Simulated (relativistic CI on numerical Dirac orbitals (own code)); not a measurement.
# Ta⁺: one ion under different settings

How much do the settings matter for Ta⁺? One ion, several inputs.

The numbers are computed with relativistic CI on numerical Dirac orbitals (own code) version 3 (Dirac-Coulomb-Breit CI, KLI orbitals optimised for each configuration, model QED (radiative potential, 1s self-energy scaled to tabulated hydrogen-like ionisation energies), numerical settings as typed), except any that are marked as measured or tabulated.

### Step 1. The atom as given

| Quantity | Value |
| --- | --- |
| ion | Ta⁺ (Ta II) |
| nuclear charge | 73 |
| electrons | 72 |
| isotope | A = 181 |

### Step 2. The usual input

The run's settings:

```ini
atom Ta  Z=73  charge=1  electrons=72
nucleus A=181  rms_radius_fm=5.3507
hamiltonian dirac-coulomb  breit=on  qed=on  c_scale=1
orbitals kli  potential=per-configuration
slater_scale 1
correlation none
mixing on
grid step=0.0125 r_max=129.7
scf mixing=0.4 start=green max_iterations=150 tolerance=2e-08 node_fill=0.05
configurations
  [Xe] 4f14 5d3 6s
end
```

Launch:

```sh
python run_levels.py task.json out
```

task.json lists these runs, among others, and the program works through them in turn.

From the run's result record (rounded, not every field):

```text
status: converged
levels [i, E_cm, J2, conf, term, w_term, w_jj]:
  - [0, 0, 2, "5d3 6s", "5F", 0.9769, 0.4631]
  - [1, 851.12224, 4, "5d3 6s", "5F", 0.9815, 0.6001]
  - [2, 2091.4135, 6, "5d3 6s", "5F", 0.9874, 0.6552]
  - [3, 3624.9885, 8, "5d3 6s", "5F", 0.9854, 0.6874]
  - [4, 5338.8411, 10, "5d3 6s", "5F", 0.9664, 0.5086]
  - [5, 11048.056, 2, "5d3 6s", "5P", 0.9462, 0.7024]
  - [6, 11364.948, 4, "5d3 6s", "5P", 0.8916, 0.5181]
  - [7, 13332.59, 6, "5d3 6s", "5P", 0.986, 0.627]
  - [8, 16452.311, 6, "5d3 6s", "3G", 0.9391, 0.6708]
  - [9, 16721.138, 8, "5d3 6s", "3G", 0.7794, 0.692]
  - [10, 17679.649, 10, "5d3 6s", "3G", 0.6643, 0.6815]
  - [11, 18114.788, 4, "5d3 6s", "3F", 0.659, 0.4868]
  - [12, 19151.513, 2, "5d3 6s", "3D", 0.499, 0.523]
  - [13, 19654.783, 0, "5d3 6s", "3P", 1, 0.6462]
  - "... 16 more rows left out ..."
total_energy [Ha]: -15588.900874
n_levels_all: 38
overlap: 1.54186e-11
scf_iterations: [14]
orbital_energies [Ha]: {"1s": -2469.56, "2s": -424.231, "2p1/2": -405.382, "2p3/2": -358.826, "3s": -97.4887, "3p1/2": -89.1255, "3p3/2": -79.0974, "3d3/2": -65.0019, "3d5/2": -62.8195, "4s": -20.2989, "4p1/2": -16.8471, "4p3/2": -14.5529, "4d3/2": -8.8818, "4d5/2": -8.46042, "4f5/2": -1.40775, "4f7/2": -1.33526, "5s": -3.08697, "5p1/2": -2.08962, "5p3/2": -1.77122, "5d3/2": -0.553684, "5d5/2": -0.530957, "6s": -0.585412}
configurations [conf, odd, states, E_av_Ha, breit_Ha, qed_Ha]:
  - ["5d3 6s", 0, 240, -15616.28368, 16.38, 11.11]
scf_steps of the first configuration [iteration, E_Ha, residual, outer_eigenvalue_Ha]:
  - [1, -15587.6374, 3.15, -0.8873]
  - [2, -15615.18744, 0.594, -0.558]
  - [3, -15616.03383, 0.282, -0.5543]
  - [4, -15616.23621, 0.155, -0.5688]
  - [5, -15616.27786, 0.0305, -0.5808]
  - [6, -15616.2862, 0.0182, -0.5856]
  - [7, -15616.28454, 0.00542, -0.5853]
  - [8, -15616.28386, 0.0011, -0.5854]
  - [9, -15616.28382, 0.00086, -0.5854]
  - [10, -15616.28368, 1.41e-05, -0.5854]
  - [11, -15616.28368, 2.47e-06, -0.5854]
  - [12, -15616.28368, 1.64e-07, -0.5854]
  - [13, -15616.28368, 1.45e-07, -0.5854]
  - [14, -15616.28368, 1.76e-08, -0.5854]
```

Wall time 0.14 s (1 thread of Neoverse-V2, shared host).

### Step 3. End of the grid 64.85

Changes to the settings of step 2:

```diff
@@ -7,3 +7,3 @@
 mixing on
-grid step=0.0125 r_max=129.7
+grid step=0.0125 r_max=64.85
 scf mixing=0.4 start=green max_iterations=150 tolerance=2e-08 node_fill=0.05
```

Result record:

```text
status: converged
levels [i, E_cm, J2, conf, term, w_term]:
  - [0, 0, 2, "5d3 6s", "5F", 0.9769]
  - [1, 851.12224, 4, "5d3 6s", "5F", 0.9815]
  - [2, 2091.4135, 6, "5d3 6s", "5F", 0.9874]
  - [3, 3624.9885, 8, "5d3 6s", "5F", 0.9854]
  - [4, 5338.8411, 10, "5d3 6s", "5F", 0.9664]
  - [5, 11048.056, 2, "5d3 6s", "5P", 0.9462]
  - [6, 11364.948, 4, "5d3 6s", "5P", 0.8916]
  - [7, 13332.59, 6, "5d3 6s", "5P", 0.986]
  - "... 22 more rows left out ..."
total_energy [Ha]: -15588.900874
n_levels_all: 38
overlap: 1.54177e-11
scf_iterations: [14]
orbital_energies [Ha]: {"1s": -2469.56, "2s": -424.231, "2p1/2": -405.382, "2p3/2": -358.826, "3s": -97.4887, "3p1/2": -89.1255, "3p3/2": -79.0974, "3d3/2": -65.0019, "3d5/2": -62.8195, "4s": -20.2989, "4p1/2": -16.8471, "4p3/2": -14.5529, "4d3/2": -8.8818, "4d5/2": -8.46042, "4f5/2": -1.40775, "4f7/2": -1.33526, "5s": -3.08697, "5p1/2": -2.08962, "5p3/2": -1.77122, "5d3/2": -0.553684, "5d5/2": -0.530957, "6s": -0.585412}
configurations [conf, odd, states, E_av_Ha, breit_Ha, qed_Ha]:
  - ["5d3 6s", 0, 240, -15616.28368, 16.38, 11.11]
scf_steps of the first configuration [iteration, E_Ha, residual, outer_eigenvalue_Ha]:
  - [1, -15587.6374, 3.15, -0.8873]
  - [2, -15615.18744, 0.594, -0.558]
  - [3, -15616.03383, 0.282, -0.5543]
  - [4, -15616.23621, 0.155, -0.5688]
  - [5, -15616.27786, 0.0305, -0.5808]
  - [6, -15616.2862, 0.0182, -0.5856]
  - [7, -15616.28454, 0.00542, -0.5853]
  - [8, -15616.28386, 0.0011, -0.5854]
  - [9, -15616.28382, 0.00086, -0.5854]
  - [10, -15616.28368, 1.41e-05, -0.5854]
  - [11, -15616.28368, 2.46e-06, -0.5854]
  - [12, -15616.28368, 1.64e-07, -0.5854]
  - [13, -15616.28368, 1.45e-07, -0.5854]
  - [14, -15616.28368, 1.76e-08, -0.5854]
```

Wall time 0.13 s (1 thread of Neoverse-V2, shared host).

### Step 4. Start potential thomas-fermi, grid step 0.006, speed-of-light factor 10

The run's settings:

```ini
atom Ta  Z=73  charge=1  electrons=72
nucleus A=181  rms_radius_fm=5.3507
hamiltonian dirac-coulomb  breit=on  qed=on  c_scale=10
orbitals kli  potential=per-configuration
slater_scale 1
correlation none
mixing on
grid step=0.006 r_max=129.7
scf mixing=0.4 start=thomas-fermi max_iterations=150 tolerance=2e-08 node_fill=0.05
configurations
  [Xe] 4f14 5d3 6s
end
```

Result record:

```text
status: converged
levels [i, E_cm, J2, conf, term, w_term]:
  - [0, 0, 2, "5d3 6s", "5F", 1]
  - [1, 9.2909156, 4, "5d3 6s", "5F", 1]
  - [2, 23.215752, 6, "5d3 6s", "5F", 1]
  - [3, 41.76064, 8, "5d3 6s", "5F", 1]
  - [4, 64.90705, 10, "5d3 6s", "5F", 1]
  - [5, 9660.6097, 2, "5d3 6s", "5P", 1]
  - [6, 9670.1676, 4, "5d3 6s", "5P", 1]
  - [7, 9684.7539, 6, "5d3 6s", "5P", 1]
  - "... 22 more rows left out ..."
total_energy [Ha]: -14800.772142
n_levels_all: 38
overlap: 1.9678e-13
scf_iterations: [13]
orbital_energies [Ha]: {"1s": -2277.4, "2s": -373.358, "2p1/2": -357.581, "2p3/2": -357.195, "3s": -85.0133, "3p1/2": -77.7491, "3p3/2": -77.6671, "3d3/2": -64.1443, "3d5/2": -64.1227, "4s": -17.1905, "4p1/2": -14.1711, "4p3/2": -14.1527, "4d3/2": -8.66611, "4d5/2": -8.66199, "4f5/2": -1.5583, "4f7/2": -1.55752, "5s": -2.53261, "5p1/2": -1.68558, "5p3/2": -1.68308, "5d3/2": -0.48761, "5d5/2": -0.48737, "6s": -0.452675}
configurations [conf, odd, states, E_av_Ha, breit_Ha, qed_Ha]:
  - ["5d3 6s", 0, 240, -14806.13341, 0.151, 5.291]
scf_steps of the first configuration [iteration, E_Ha, residual, outer_eigenvalue_Ha]:
  - [1, -14804.33712, 0.486, -0.4079]
  - [2, -14805.74765, 0.218, -0.4718]
  - [3, -14806.05684, 0.102, -0.5031]
  - [4, -14806.11391, 0.0515, -0.4964]
  - [5, -14806.13227, 0.0142, -0.477]
  - [6, -14806.13371, 0.0075, -0.4578]
  - [7, -14806.13331, 0.00244, -0.4508]
  - [8, -14806.13338, 0.000563, -0.4527]
  - [9, -14806.13341, 7.17e-05, -0.4528]
  - [10, -14806.13342, 4.63e-05, -0.4527]
  - [11, -14806.13341, 2.34e-06, -0.4527]
  - [12, -14806.13341, 3.82e-07, -0.4527]
  - [13, -14806.13341, 1.54e-08, -0.4527]
```

It took 0.25 s on 1 thread of Neoverse-V2, shared host.

With a scaled speed of light this is not the real ion; the QED potentials keep the true α and change only through the orbitals.

### Step 5. Node fill 0.01, grid step 0.03

The run's settings:

```ini
atom Ta  Z=73  charge=1  electrons=72
nucleus A=181  rms_radius_fm=5.3507
hamiltonian dirac-coulomb  breit=on  qed=on  c_scale=1
orbitals kli  potential=per-configuration
slater_scale 1
correlation none
mixing on
grid step=0.03 r_max=129.7
scf mixing=0.4 start=green max_iterations=150 tolerance=2e-08 node_fill=0.01
configurations
  [Xe] 4f14 5d3 6s
end
```

Result record:

```text
status: converged
levels [i, E_cm, J2, conf, term, w_term]:
  - [0, 0, 2, "5d3 6s", "5F", 0.978]
  - [1, 828.53054, 4, "5d3 6s", "5F", 0.9824]
  - [2, 2036.7642, 6, "5d3 6s", "5F", 0.988]
  - [3, 3535.4386, 8, "5d3 6s", "5F", 0.9861]
  - [4, 5217.3122, 10, "5d3 6s", "5F", 0.9682]
  - [5, 11044.189, 2, "5d3 6s", "5P", 0.9485]
  - [6, 11367.234, 4, "5d3 6s", "5P", 0.8963]
  - [7, 13274.206, 6, "5d3 6s", "5P", 0.9867]
  - "... 22 more rows left out ..."
total_energy [Ha]: -15588.895563
n_levels_all: 38
overlap: 6.28132e-09
scf_iterations: [14]
orbital_energies [Ha]: {"1s": -2470.01, "2s": -424.444, "2p1/2": -405.621, "2p3/2": -359.045, "3s": -97.5728, "3p1/2": -89.216, "3p3/2": -79.1808, "3d3/2": -65.0946, "3d5/2": -62.9092, "4s": -20.3209, "4p1/2": -16.8705, "4p3/2": -14.5744, "4d3/2": -8.90408, "4d5/2": -8.48199, "4f5/2": -1.42481, "4f7/2": -1.35196, "5s": -3.09588, "5p1/2": -2.0977, "5p3/2": -1.77823, "5d3/2": -0.55815, "5d5/2": -0.535208, "6s": -0.58791}
configurations [conf, odd, states, E_av_Ha, breit_Ha, qed_Ha]:
  - ["5d3 6s", 0, 240, -15616.28642, 16.38, 11.11]
scf_steps of the first configuration [iteration, E_Ha, residual, outer_eigenvalue_Ha]:
  - [1, -15587.63689, 3.13, -0.8873]
  - [2, -15615.14464, 0.591, -0.5593]
  - [3, -15616.04519, 0.268, -0.5102]
  - [4, -15616.17746, 0.198, -0.5319]
  - [5, -15616.27035, 0.0826, -0.5755]
  - [6, -15616.28639, 0.00482, -0.5837]
  - [7, -15616.28733, 0.0157, -0.5884]
  - [8, -15616.28635, 0.000705, -0.588]
  - [9, -15616.28638, 0.00046, -0.5878]
  - [10, -15616.28642, 1.99e-05, -0.5879]
  - [11, -15616.28642, 3.05e-06, -0.5879]
  - [12, -15616.28642, 6.04e-07, -0.5879]
  - [13, -15616.28642, 4.8e-07, -0.5879]
  - [14, -15616.28642, 5.7e-09, -0.5879]
```

Wall time 0.061 s (1 thread of Neoverse-V2, shared host).

### Step 6. Node fill 0.01, end of the grid 90.79

Changes to the settings of step 5:

```diff
@@ -7,3 +7,3 @@
 mixing on
-grid step=0.03 r_max=129.7
+grid step=0.0125 r_max=90.79
 scf mixing=0.4 start=green max_iterations=150 tolerance=2e-08 node_fill=0.01
```

Result record:

```text
status: converged
levels [i, E_cm, J2, conf, term, w_term]:
  - [0, 0, 2, "5d3 6s", "5F", 0.978]
  - [1, 828.53155, 4, "5d3 6s", "5F", 0.9824]
  - [2, 2036.7667, 6, "5d3 6s", "5F", 0.988]
  - [3, 3535.4428, 8, "5d3 6s", "5F", 0.9861]
  - [4, 5217.318, 10, "5d3 6s", "5F", 0.9682]
  - [5, 11044.193, 2, "5d3 6s", "5P", 0.9485]
  - [6, 11367.238, 4, "5d3 6s", "5P", 0.8963]
  - [7, 13274.213, 6, "5d3 6s", "5P", 0.9867]
  - "... 22 more rows left out ..."
total_energy [Ha]: -15588.896033
n_levels_all: 38
overlap: 1.51104e-11
scf_iterations: [14]
orbital_energies [Ha]: {"1s": -2470.01, "2s": -424.444, "2p1/2": -405.621, "2p3/2": -359.045, "3s": -97.5728, "3p1/2": -89.216, "3p3/2": -79.1809, "3d3/2": -65.0946, "3d5/2": -62.9092, "4s": -20.3209, "4p1/2": -16.8705, "4p3/2": -14.5744, "4d3/2": -8.90408, "4d5/2": -8.48199, "4f5/2": -1.42481, "4f7/2": -1.35196, "5s": -3.09588, "5p1/2": -2.0977, "5p3/2": -1.77823, "5d3/2": -0.558151, "5d5/2": -0.535208, "6s": -0.587911}
configurations [conf, odd, states, E_av_Ha, breit_Ha, qed_Ha]:
  - ["5d3 6s", 0, 240, -15616.28695, 16.38, 11.11]
scf_steps of the first configuration [iteration, E_Ha, residual, outer_eigenvalue_Ha]:
  - [1, -15587.6374, 3.13, -0.8873]
  - [2, -15615.14517, 0.591, -0.5593]
  - [3, -15616.04573, 0.268, -0.5102]
  - [4, -15616.17911, 0.197, -0.5321]
  - [5, -15616.27127, 0.0814, -0.5759]
  - [6, -15616.2868, 0.00607, -0.5836]
  - [7, -15616.28781, 0.0142, -0.5882]
  - [8, -15616.28747, 0.00739, -0.5882]
  - [9, -15616.28691, 0.000481, -0.5878]
  - [10, -15616.28695, 1.65e-05, -0.5879]
  - [11, -15616.28695, 5.52e-06, -0.5879]
  - [12, -15616.28695, 1.32e-07, -0.5879]
  - [13, -15616.28695, 2.25e-08, -0.5879]
  - [14, -15616.28695, 2.5e-09, -0.5879]
```

Wall time 0.13 s (1 thread of Neoverse-V2, shared host).

### Step 7. Slater scale 2

The run's settings:

```ini
atom Ta  Z=73  charge=1  electrons=72
nucleus A=181  rms_radius_fm=5.3507
hamiltonian dirac-coulomb  breit=on  qed=on  c_scale=1
orbitals kli  potential=per-configuration
slater_scale 2
correlation none
mixing on
grid step=0.0125 r_max=129.7
scf mixing=0.4 start=green max_iterations=58 tolerance=2e-08 node_fill=0.05
configurations
  [Xe] 4f14 5d3 6s
end
```

Result record:

```text
status: converged
levels [i, E_cm, J2, conf, term, w_term]:
  - [0, 0, 2, "5d3 6s", "5F", 0.9938]
  - [1, 803.92618, 4, "5d3 6s", "5F", 0.9951]
  - [2, 1993.3597, 6, "5d3 6s", "5F", 0.9965]
  - [3, 3538.5524, 8, "5d3 6s", "5F", 0.9962]
  - [4, 5394.2886, 10, "5d3 6s", "5F", 0.9923]
  - [5, 20279.305, 2, "5d3 6s", "5P", 0.9851]
  - [6, 20901.36, 4, "5d3 6s", "5P", 0.9709]
  - [7, 22569.11, 6, "5d3 6s", "5P", 0.9967]
  - "... 22 more rows left out ..."
total_energy [Ha]: -15588.986386
n_levels_all: 38
overlap: 1.54186e-11
scf_iterations: [14]
orbital_energies [Ha]: {"1s": -2469.56, "2s": -424.231, "2p1/2": -405.382, "2p3/2": -358.826, "3s": -97.4887, "3p1/2": -89.1255, "3p3/2": -79.0974, "3d3/2": -65.0019, "3d5/2": -62.8195, "4s": -20.2989, "4p1/2": -16.8471, "4p3/2": -14.5529, "4d3/2": -8.8818, "4d5/2": -8.46042, "4f5/2": -1.40775, "4f7/2": -1.33526, "5s": -3.08697, "5p1/2": -2.08962, "5p3/2": -1.77122, "5d3/2": -0.553684, "5d5/2": -0.530957, "6s": -0.585412}
configurations [conf, odd, states, E_av_Ha, breit_Ha, qed_Ha]:
  - ["5d3 6s", 0, 240, -15616.28368, 16.38, 11.11]
scf_steps of the first configuration [iteration, E_Ha, residual, outer_eigenvalue_Ha]:
  - [1, -15587.6374, 3.15, -0.8873]
  - [2, -15615.18744, 0.594, -0.558]
  - [3, -15616.03383, 0.282, -0.5543]
  - [4, -15616.23621, 0.155, -0.5688]
  - [5, -15616.27786, 0.0305, -0.5808]
  - [6, -15616.2862, 0.0182, -0.5856]
  - [7, -15616.28454, 0.00542, -0.5853]
  - [8, -15616.28386, 0.0011, -0.5854]
  - [9, -15616.28382, 0.00086, -0.5854]
  - [10, -15616.28368, 1.41e-05, -0.5854]
  - [11, -15616.28368, 2.47e-06, -0.5854]
  - [12, -15616.28368, 1.64e-07, -0.5854]
  - [13, -15616.28368, 1.45e-07, -0.5854]
  - [14, -15616.28368, 1.76e-08, -0.5854]
```

It took 0.13 s on 1 thread of Neoverse-V2, shared host.

This setting is unsound; the numbers are not properties of the ion.

### Step 8. Node fill 50

The run's settings:

```ini
atom Ta  Z=73  charge=1  electrons=72
nucleus A=181  rms_radius_fm=5.3507
hamiltonian dirac-coulomb  breit=on  qed=on  c_scale=1
orbitals kli  potential=per-configuration
slater_scale 1
correlation none
mixing on
grid step=0.0125 r_max=129.7
scf mixing=0.4 start=green max_iterations=69 tolerance=2e-08 node_fill=50
configurations
  [Xe] 4f14 5d3 6s
end
```

Result record:

```text
status: converged
levels [i, E_cm, J2, conf, term, w_term]:
  - [0, 0, 2, "5d3 6s", "5F", 0.9163]
  - [1, 1714.8091, 4, "5d3 6s", "5F", 0.9246]
  - [2, 4250.3463, 6, "5d3 6s", "5F", 0.9581]
  - [3, 6953.5855, 8, "5d3 6s", "5F", 0.9357]
  - [4, 9497.2779, 10, "5d3 6s", "5F", 0.8439]
  - [5, 10865.199, 4, "5d3 6s", "5P", 0.6998]
  - [6, 11043.91, 2, "5d3 6s", "5P", 0.8437]
  - [7, 15321.05, 6, "5d3 6s", "5P", 0.9385]
  - "... 22 more rows left out ..."
total_energy [Ha]: -15587.525992
n_levels_all: 38
overlap: 7.16309e-12
scf_iterations: [14]
orbital_energies [Ha]: {"1s": -2457.19, "2s": -418.882, "2p1/2": -399.166, "2p3/2": -353.235, "3s": -95.3925, "3p1/2": -86.8707, "3p3/2": -77.0691, "3d3/2": -62.8773, "3d5/2": -60.7691, "4s": -19.4634, "4p1/2": -16.0252, "4p3/2": -13.7783, "4d3/2": -8.20032, "4d5/2": -7.79561, "4f5/2": -0.951011, "4f7/2": -0.886302, "5s": -2.80636, "5p1/2": -1.83196, "5p3/2": -1.52765, "5d3/2": -0.418578, "5d5/2": -0.402861, "6s": -0.516884}
configurations [conf, odd, states, E_av_Ha, breit_Ha, qed_Ha]:
  - ["5d3 6s", 0, 240, -15614.63411, 16.16, 11.06]
scf_steps of the first configuration [iteration, E_Ha, residual, outer_eigenvalue_Ha]:
  - [1, -15587.6374, 3.8, -0.8873]
  - [2, -15614.35582, 0.701, -0.5096]
  - [3, -15614.98503, 0.378, -0.5015]
  - [4, -15614.72644, 0.0991, -0.5076]
  - [5, -15614.67015, 0.0206, -0.5171]
  - [6, -15614.61408, 0.00678, -0.5164]
  - [7, -15614.64858, 0.00636, -0.5172]
  - [8, -15614.63224, 0.000931, -0.5169]
  - [9, -15614.63616, 0.000901, -0.5169]
  - [10, -15614.63411, 1.05e-05, -0.5169]
  - [11, -15614.63411, 6.14e-07, -0.5169]
  - [12, -15614.63411, 2.25e-07, -0.5169]
  - [13, -15614.63411, 5.5e-08, -0.5169]
  - [14, -15614.63411, 1.65e-08, -0.5169]
```

It took 0.13 s on 1 thread of Neoverse-V2, shared host.

This setting is unsound; the numbers are not properties of the ion.

### Step 9. Comparison

| setting | total energy less usual (Ha) | largest shift of a level among the lowest eight of both runs, same label and place (cm⁻¹) | SCF iterations | time | lowest level | kind of change |
| --- | --- | --- | --- | --- | --- | --- |
| usual | 0 | 0 | 14 | 0.14 s | 5d3 6s 5F1 | - |
| end of the grid 64.85 | 0 | 0 | 14 | 0.13 s | 5d3 6s 5F1 | numerical |
| start potential thomas-fermi, grid step 0.006, speed-of-light factor 10 | 788 | 5270 | 13 | 0.25 s | 5d3 6s 5F1 | unphysical constant |
| node fill 0.01, grid step 0.03 | 0.00531 | 122 | 14 | 0.061 s | 5d3 6s 5F1 | numerical |
| node fill 0.01, end of the grid 90.79 | 0.00484 | 122 | 14 | 0.13 s | 5d3 6s 5F1 | numerical |
| Slater scale 2 | -0.0855 | 9540 | 14 | 0.13 s | 5d3 6s 5F1 | unsound |
| node fill 50 | 1.37 | 4160 | 14 | 0.13 s | 5d3 6s 5F1 | unsound |

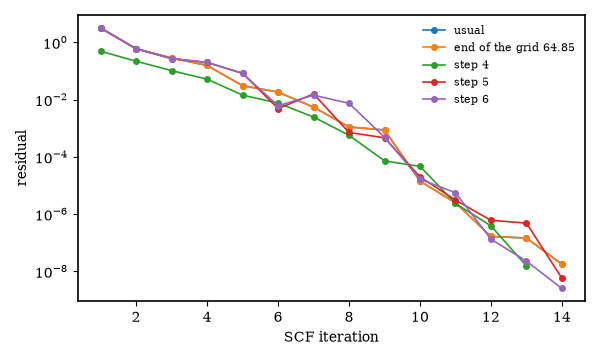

Residual of the first configuration's SCF.

### Step 10. What came out

```
                    quantity           value
lowest level, usual settings      5d3 6s 5F1
                total energy  -15588.9009 Ha
            first excitation      851.1 cm⁻¹
```

What this shows: Among the runs whose levels can be followed, they move most under «Slater scale 2» (unsound), by up to 9540 cm⁻¹. No visible change in the result comes from «end of the grid 64.85». Only the listed configurations are in the model. Near neutrality, missing correlation can shift configurations against each other by thousands of cm⁻¹.
